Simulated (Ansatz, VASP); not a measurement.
## Cross-check of BeSi between VASP and Ansatz

Aim: how closely do two programs agree when they are given the same cell, functional and k mesh? The cell is invented: other elements were put on sites of a known structure type. It may not be a known or stable phase. Of the first pair: The cell is a member of a volume series, scaled by 1.02 from a relaxed one, so a pressure remains. Valence electrons are named where the data sets of a main pair hold unlike numbers.

Main program and level: Ansatz 0.2.0; plane waves, with VASP 6.6.1 beside it; single point at PBEsol.

## (1) The starting structure

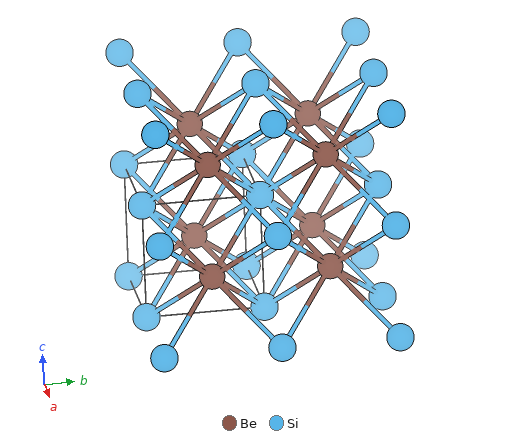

The cell as given, slightly off an axis (beryllium brown, silicon blue). 2×2×2 cells are drawn. Some periodic images of atoms are drawn too.

As a file:

```xyz
2
Lattice="2.8426 0.0000 0.0000 0.0000 2.8426 0.0000 0.0000 0.0000 2.8426" Properties=species:S:1:pos:R:3 pbc="T T T"
Be    1.4213    1.4213    1.4213
Si    0.0000    0.0000    0.0000
```

## (2) VASP: single point, PBEsol, volume scaled by 1.02

With cell and atoms fixed, the geometry can't cause a difference; cores, projectors, grids and the points listed under the comparison can.

Lines of VASP's logs that name or quote its potential files are left out, and so is its time.

INCAR reads:

```
SYSTEM = BeSi
PREC = Accurate
ENCUT = 400
EDIFF = 1E-06
NELM = 100
ISMEAR = 0
SIGMA = 0.05
LREAL = .FALSE.
ALGO = Normal
GGA = PS
LORBIT = 11
LWAVE = .FALSE.
LCHARG = .FALSE.
ISIF = 2
```

POSCAR reads:

```
BeSi
1.0
    2.8425999722      0.0000000000      0.0000000000
    0.0000000000      2.8425999722      0.0000000000
    0.0000000000      0.0000000000      2.8425999722
Be Si
1 1
Direct
    0.5000000000      0.5000000000      0.5000000000
    0.0000000000      0.0000000000      0.0000000000
```

KPOINTS reads:

```
Automatic mesh
0
Gamma
9 9 9
0 0 0
```

Potentials, in the order of the species: Be and Si (PBE family, release 64).

On the command line:

```bash
mpirun -np 1 vasp_std
```

Numbers of over 12 decimals in the logs are rounded to 6 here.

Output:

```text
[banner, memory and clock lines left out]
running    1 mpi-ranks, on    1 nodes
 distrk:  each k-point on    1 cores,    1 groups
 distr:  one band on    1 cores,    1 groups

 POSCAR found type information on POSCAR BeSi
 POSCAR found :  2 types and       2 ions
|                                                                             |
|               ----> ADVICE to this user running VASP <----                  |
|                                                                             |
|     You enforced a specific xc type in the INCAR file but a different       |
|     [... a line on the potential file left out ...]
|     I HOPE YOU KNOW WHAT YOU ARE DOING!                                     |
|                                                                             |

 LDA part: xc-table for (Slater+PW92), standard interpolation
 POSCAR, INCAR and KPOINTS ok, starting setup
 FFT: planning ... GRIDC
 FFT: planning ... GRID_SOFT
 FFT: planning ... GRID
 WAVECAR not read
 entering main loop
       N       E                     dE             d eps       ncg     rms          rms(c)
DAV:   1    -0.129406514718E+01   -0.12941E+01   -0.22071E+03   490   0.540E+02
DAV:   2    -0.874379219601E+01   -0.74497E+01   -0.69930E+01   679   0.658E+01
DAV:   3    -0.882570703767E+01   -0.81915E-01   -0.81904E-01   616   0.734E+00
DAV:   4    -0.882608869198E+01   -0.38165E-03   -0.38165E-03   763   0.486E-01
DAV:   5    -0.882608875542E+01   -0.63439E-07   -0.63116E-07   609   0.501E-03    0.324E+00
DAV:   6    -0.877766446550E+01    0.48424E-01   -0.57884E-02   728   0.120E+00    0.173E+00
DAV:   7    -0.876358803881E+01    0.14076E-01   -0.36717E-02   707   0.973E-01    0.233E-01
DAV:   8    -0.876287314878E+01    0.71489E-03   -0.50157E-03   679   0.392E-01    0.713E-02
DAV:   9    -0.876260197338E+01    0.27118E-03   -0.13749E-03   665   0.185E-01    0.479E-02
DAV:  10    -0.876258855571E+01    0.13418E-04   -0.43249E-05   665   0.440E-02    0.147E-02
DAV:  11    -0.876258844913E+01    0.10659E-06   -0.63001E-07   483   0.618E-03
   1 F= -.87625884E+01 E0= -.87609563E+01  d E =-.326438E-02
```

From OUTCAR (step 2):

```text
ion  position               nearest neighbor table
   1  0.500  0.500  0.500-   2 2.46   2 2.46   2 2.46   2 2.46   2 2.46   2 2.46   2 2.46   2 2.46

  LATTYP: Found a simple cubic cell.
 ALAT       =     2.8425999722

 Subroutine GETGRP returns: Found 48 space group operations
 (whereof 48 operations were pure point group operations)

The static configuration has the point symmetry O_h .

 Found     35 irreducible k-points:

   k-points           NKPTS =     35   k-points in BZ     NKDIM =     35   number of bands    NBANDS=      7

   dimension x,y,z NGX =    20 NGY =   20 NGZ =   20
   dimension x,y,z NGXF=    40 NGYF=   40 NGZF=   40

   ENCUT  =  400.0 eV  29.40 Ry    5.42 a.u.   4.64  4.64  4.64*2*pi/ulx,y,z

   NELECT =       6.0000    total number of electrons

 k-points in reciprocal lattice and weights: Automatic mesh
   0.00000000  0.00000000  0.00000000       0.001
   0.11111111  0.00000000  0.00000000       0.008
   0.22222222  0.00000000  0.00000000       0.008
   0.33333333  0.00000000  0.00000000       0.008
   0.44444444  0.00000000  0.00000000       0.008
   0.11111111  0.11111111  0.00000000       0.016
   0.22222222  0.11111111  0.00000000       0.033
   0.33333333  0.11111111  0.00000000       0.033
   0.44444444  0.11111111  0.00000000       0.033
[...]
0.44444444  0.44444444  0.33333333       0.033
   0.44444444  0.44444444  0.44444444       0.011

 average (electrostatic) potential at core
       1 -31.5468       2 -80.7505

 E-fermi :   8.9447

 k-point     1 :       0.0000    0.0000    0.0000
  band No.  band energies     occupation
      1      -4.6183      2.00000
      2      10.3414      0.00000
      3      10.3414      0.00000
      4      10.3414      0.00000
      5      13.4171      0.00000
      6      13.4171      0.00000
    ...

 k-point     2 :       0.1111    0.0000    0.0000
  band No.  band energies     occupation
      1      -4.4166      2.00000
      2       8.3258      2.00000
      3      10.5455      0.00000
      4      10.5455      0.00000
      5      13.6246      0.00000
      6      15.2029      0.00000
      7      17.6576      0.00000

 k-point     3 :       0.2222    0.0000    0.0000
  band No.  band energies     occupation
      1      -3.8177      2.00000
      2       5.5540      2.00000
      3      11.1566      0.00000
      4      11.1566      0.00000
      5      14.2349      0.00000
      6      16.3951      0.00000
      7      19.9040      0.00000

  Total       -0.2703080     -0.2703080     -0.2703080     -0.0000000      0.0000000     -0.0000000
  in kB      -18.8548139    -18.8548139    -18.8548139     -0.0000000      0.0000000     -0.0000000
  external PRESSURE =     -18.8548139 kB  Pullay stress =       0.0000000 kB

  energy-cutoff  :      400.00
  volume of cell :       22.97
      direct lattice vectors                 reciprocal lattice vectors
     2.842599972  0.000000000  0.000000000     0.351790618  0.000000000  0.000000000
     0.000000000  2.842599972  0.000000000     0.000000000  0.351790618  0.000000000
     0.000000000  0.000000000  2.842599972     0.000000000  0.000000000  0.351790618

 POSITION                                       TOTAL-FORCE (eV/Angst)
 -----------------------------------------------------------------------------------
      1.42130      1.42130      1.42130         0.000000      0.000000      0.000000
      0.00000      0.00000      0.00000         0.000000      0.000000      0.000000
 -----------------------------------------------------------------------------------
    total drift:                               -0.000000      0.000000     -0.000000

  FREE ENERGIE OF THE ION-ELECTRON SYSTEM (eV)
  ---------------------------------------------------
  free  energy   TOTEN  =        -8.7625884491 eV

  energy  without entropy=       -8.7593240650  energy(sigma->0) =       -8.76095626

 total charge
# of ion       s       p       d       tot
------------------------------------------
    1        0.412   0.566   0.000   0.978
    2        0.810   0.761   0.000   1.571
--------------------------------------------------
tot          1.222   1.327   0.000   2.549

[... 3 further parts left out ...]
```

The run ends at a pressure of -1.89 GPa.

## (3) Ansatz: single point, PBEsol, volume scaled by 1.02

Ansatz runs on its default PAW (the set named soft_2) files.

The same cell, functional, mesh and smearing now go to Ansatz, which takes its cutoff from its data sets.

input.yaml reads:

```yaml
crystal:
  lattice:
    - [2.8425999722, 0.0, 0.0]
    - [0.0, 2.8425999722, 0.0]
    - [0.0, 0.0, 2.8425999722]
  atoms:
    - { symbol: Be, position: [0.5, 0.5, 0.5] }
    - { symbol: Si, position: [0.0, 0.0, 0.0] }
hamiltonian:
  xc: pbesol
  pseudopotentials: { kind: paw }
kpoints:
  mp_grid: { grid: [9, 9, 9] }
scf:
  occupations: { method: gaussian, width: 0.05 }
  n_extra_bands: 4
output:
  forces: true
  stress: true
  eigenvalues: true
```

On the command line:

```bash
ansatz run input.yaml --threads 2 --pin off --max-ram 4608MiB --backend cpu --events-out ev --progress --plain --runs-dir out
```

Output:

```text
scf.n_extra_bands = 4 over 3 filled bands (N_el = 6.0): the run solves 7 bands
Engine: ansatz 0.2.0, x86_64-unknown-linux-gnu
Pseudopotentials: kind: paw
Pseudopotential: Be, paw, valence charge 2, recommended cutoff 420 eV (normal), Be.paw.azcp
Pseudopotential: Si, paw, valence charge 4, recommended cutoff 420 eV (normal), Si.paw.azcp
Functional definition: PBEsol
  exchange = pbesol_x
  correlation = pbesol_c
Crystal: 2 atoms, lattice volume = 22.969 Å³
Basis set: ecut = 420 eV, 461 PW (Γ), exchange–correlation on 40×40×40 points (8 copies of the dense FFT grid, shifted against one another)
Bands: 7, of which v1, the nominal top of the filled ones, is band 3 counted from 1 (2 counted from 0)
Symmetry: 48 space group operations
Space group: Pm-3m (ITA 221), of the structure as read, at distance tolerance 2.8e-5 Å
k-points: 35 of 729
Non-local potential: Be, projectors of the file, l = 0: 2, l = 1: 2, l = 2: 1
Non-local potential: Si, projectors of the file, l = 0: 2, l = 1: 2, l = 2: 2
PAW form: soft (Blöchl's): semilocal exchange-correlation on the pseudo side does not see the compensation charge
PAW frozen core: Be, regenerated for the run's functional, and the local potential with it (the file was generated under x = pbe(κ = 0.804, μ = 0.219515), c = pbe(β = 0.066725))
PAW frozen core: Si, regenerated for the run's functional, and the local potential with it (the file was generated under x = pbe(κ = 0.804, μ = 0.219515), c = pbe(β = 0.066725))
PAW one-centre angular grid: Be, 110 points (default); XC on 64 Gauss nodes
PAW one-centre angular grid: Si, 110 points (default); XC on 64 Gauss nodes
Initial density: superposition of atomic densities (neutral atoms: chi_scale 0, normalization atom), corrected by the library's trained network
Initial wavefunctions: pseudopotential atomic-orbital guess
Functional: x = pbesol(κ = 0.804, μ = 0.123457), c = pbesol(β = 0.046)
SCF iter   1: F=—  HF=-710.861757 eV  |F-HF|=—  |Δ(HF+E_count)|=         —  Δρ=4.54e-3  dr2=8.08e-3  ethr=1.77e-3  ⟨swp⟩=5.3  Hψ=2098  notcnv=0
preconditioner: auto → none  [metal: Δε(μ)=0.046 eV  Ē_g=10.679 eV  σ=0.050 eV  W_gap=0.48  n_scr=0 (ndim 8)  ℏωp=19.0 eV  f_vac=0.000  D(μ)=2.38/eV (n_scr^D=26)]
SCF iter   2: F=—  HF=-710.858708 eV  |F-HF|=—  |Δ(HF+E_count)|=   3.05e-3  Δρ=7.00e-4  dr2=5.81e-5  ethr=1.35e-4  ⟨swp⟩=1.9  Hψ=604  notcnv=0  defer=5
SCF iter   3: F=—  HF=-710.858673 eV  |F-HF|=—  |Δ(HF+E_count)|=   3.50e-5  Δρ=3.10e-4  dr2=7.95e-6  ethr=9.68e-7  ⟨swp⟩=2.0  Hψ=324  notcnv=0  defer=5
iter 4 did not close the SCF: its close was put off for the readings that it lacked (scf_convergence_deferred on its scf_iter line)
SCF iter   4: F=-710.858676 eV  HF=-710.858676 eV  |F-HF|=2.13e-8  |Δ(HF+E_count)|=   3.17e-6  Δρ=1.49e-5  dr2=4.94e-8  ethr=1.32e-7  ⟨swp⟩=2.0  Hψ=324  notcnv=0  defer=5
iter 5 did not close the SCF: its close was put off for the readings that it lacked (scf_convergence_deferred on its scf_iter line)
SCF iter   5: F=-710.858676 eV  HF=-710.858676 eV  |F-HF|=6.79e-10  |Δ(HF+E_count)|=   1.44e-8  Δρ=2.32e-6  dr2=1.25e-9  ethr=8.24e-10  ⟨swp⟩=2.1  Hψ=331  notcnv=0  defer=5
SCF iter   6: F=-710.858676 eV  HF=-710.858676 eV  |F-HF|=7.28e-12  |Δ(HF+E_count)|=  4.94e-10  Δρ=2.53e-7  dr2=1.41e-11  ethr=2.08e-11  ⟨swp⟩=2.1  Hψ=805  notcnv=0
SCF 1 converged in 6 iterations: F = -710.858676 eV  dr2 = 1.41e-11
  greatest PAW one-centre occupation: 0.665 electrons in one spin orbital (limit 2), on the Si atom at site 1 (counted from 0), in its partial waves of l = 0
SCF converged after 6 iterations
Free energy (F): -710.858676 eV
Harris-Foulkes:  -710.858676 eV  (|F-HF|=7.28e-12)
Internal energy: -710.855444 eV  (E = F + TS)
E sigma→0 (E₀):  -710.857060 eV
Entropy (-TS):   -0.003232 eV (-1.616 meV/atom)
Fermi energy:    9.663683 eV
--- Per-component energies (eV) ---
  E_band       = 25.052421
  E_kinetic    = 60.920329
  E_local      = 4.074740  (includes V_loc(G=0)·N_el)
  E_nonlocal   = 29.934238
  E_hartree    = 0.965052
  E_xc         = -74.987222
  E_vxc        = -68.521952  (∫ρ·V_xc dr)
  E_paw        = -555.577149  (= ΣΔE_a)
  E_vpaw       = -3.285042  (= ΣTr[D̂ρ^β])
  E_aug_tail   = 0.000005  (compensation charges beyond the density's cutoff)
  E_ewald      = -176.226529
  E_core_change = 0.041092  (= ΣΔE_core)
  E_smearing   = -0.003232  (= −TS)
  E_closure    = -0.000000  (closes the sum)
  Σ components = -710.858676   (vs F -710.858676, Δ=0.00e0)
--- Forces (eV/Å), atoms counted from 1 ---
  atom   1  Be    -0.00000000    -0.00000000     0.00000000
  atom   2  Si    -0.00000000     0.00000000     0.00000000
  max |Σ_I F_I| component: 3.12e-31 eV/Å
--- Stress (GPa, compression-positive) ---
       -2.058482       0.000000       0.000000
        0.000000      -2.058482       0.000000
        0.000000       0.000000      -2.058482
  P = ⅓ Tr σ = -2.0585 GPa (-20.585 kbar)
--- Band table (eV; the first three rows and the last of 35) ---
  k-point 0: bands = ["-3.8938", "11.0595", "11.0595", "11.0595", "14.1367", "14.1367", "17.7254"]
  k-point 1: bands = ["-3.6922", "9.0461", "11.2636", "11.2636", "14.3439", "15.9162", "18.3617"]
  k-point 2: bands = ["-3.0936", "6.2757", "11.8746", "11.8746", "14.9521", "17.1019", "20.6115"]
  k-point 34: bands = ["5.6504", "7.3018", "7.3018", "8.3086", "9.3342", "9.3342", "10.5951"]
```

Run time: 0.44 s. Hardware: 2 threads of Intel Xeon 6975P-C (Granite Rapids), shared host; peak memory 0.3 GiB.

The run ends at a pressure of -2.06 GPa.

## (4) Side by side

Known differences besides the potentials themselves: the cutoff is 420 eV in Ansatz and 400 eV in VASP; Ansatz makes its cores anew for this functional, VASP keeps those of its PBE data sets; VASP leaves aspherical gradient terms in its spheres out (LASPH is not set), Ansatz keeps them. Total energies have different zeros and are not compared.

Both answers:

```csv
quantity,Ansatz,VASP,difference
pressure (GPa),-2.06,-1.89,-0.17
```

## (5) VASP: single point, PBEsol, volume scaled by 1.04

A single point gives forces, pressure and levels at one fixed geometry, so differences don't come from the geometry; what else differs is listed under the comparison. The cell compared in this pair holds 23.42 Å³, against 22.97 Å³ for the pair before.

INCAR is that of step 2.

POSCAR reads:

```
BeSi
1.0
    2.8610589308      0.0000000000      0.0000000000
    0.0000000000      2.8610589308      0.0000000000
    0.0000000000      0.0000000000      2.8610589308
Be Si
1 1
Direct
    0.5000000000      0.5000000000      0.5000000000
    0.0000000000      0.0000000000      0.0000000000
```

KPOINTS is that of step 2.

On the command line:

```bash
mpirun -np 1 vasp_std
```

Output:

```text
[banner, memory and clock lines left out]
running    1 mpi-ranks, on    1 nodes
[...]
[... a notice as in an earlier step ...]

 LDA part: xc-table for (Slater+PW92), standard interpolation
 POSCAR, INCAR and KPOINTS ok, starting setup
[...]
entering main loop
       N       E                     dE             d eps       ncg     rms          rms(c)
DAV:   1    -0.202687048567E+01   -0.20269E+01   -0.22745E+03   504   0.543E+02
DAV:   2    -0.869038429386E+01   -0.66635E+01   -0.66247E+01   707   0.620E+01
DAV:   3    -0.881283400947E+01   -0.12245E+00   -0.12244E+00   609   0.768E+00
DAV:   4    -0.881439023200E+01   -0.15562E-02   -0.15562E-02   791   0.597E-01
[...]
DAV:   9    -0.875495348410E+01    0.62945E-04   -0.84265E-04   665   0.143E-01    0.580E-02
DAV:  10    -0.875491689236E+01    0.36592E-04   -0.12667E-04   714   0.597E-02    0.928E-03
DAV:  11    -0.875491703078E+01   -0.13841E-06   -0.14123E-06   574   0.100E-02
   1 F= -.87549170E+01 E0= -.87534244E+01  d E =-.298518E-02
```

From OUTCAR (step 5):

```text
  Total       -0.5272784     -0.5272784     -0.5272784      0.0000000      0.0000000     -0.0000000
  in kB      -36.0719942    -36.0719942    -36.0719942      0.0000000      0.0000000     -0.0000000
  external PRESSURE =     -36.0719942 kB  Pullay stress =       0.0000000 kB

 POSITION                                       TOTAL-FORCE (eV/Angst)
 -----------------------------------------------------------------------------------
      1.43053      1.43053      1.43053         0.000000      0.000000      0.000000
      0.00000      0.00000      0.00000         0.000000      0.000000      0.000000
 -----------------------------------------------------------------------------------
    total drift:                               -0.000000      0.000000     -0.000000

  FREE ENERGIE OF THE ION-ELECTRON SYSTEM (eV)
  ---------------------------------------------------
  free  energy   TOTEN  =        -8.7549170308 eV

  energy  without entropy=       -8.7519318477  energy(sigma->0) =       -8.75342444

[... 1 part as in an earlier step ...]

[... 2 further parts left out ...]
[key lines of the parts left out:]
E-fermi :   8.7300
```

The run ends at a pressure of -3.61 GPa.

(Part 1 of 2 ends here.)

[Lines on the potential files, build, host, timing and source positions are cut from VASP's logs without a mark.]

[Logs are printed without paths, hosts, clocks, repeated set-up lines and the standing remarks that a program may print on its own settings, such as how far it seeks lower states.]

[Hosts, paths, dates, database ids (printed as entryN), source tags and the programs' standing remarks are cut or masked in the printed files.]
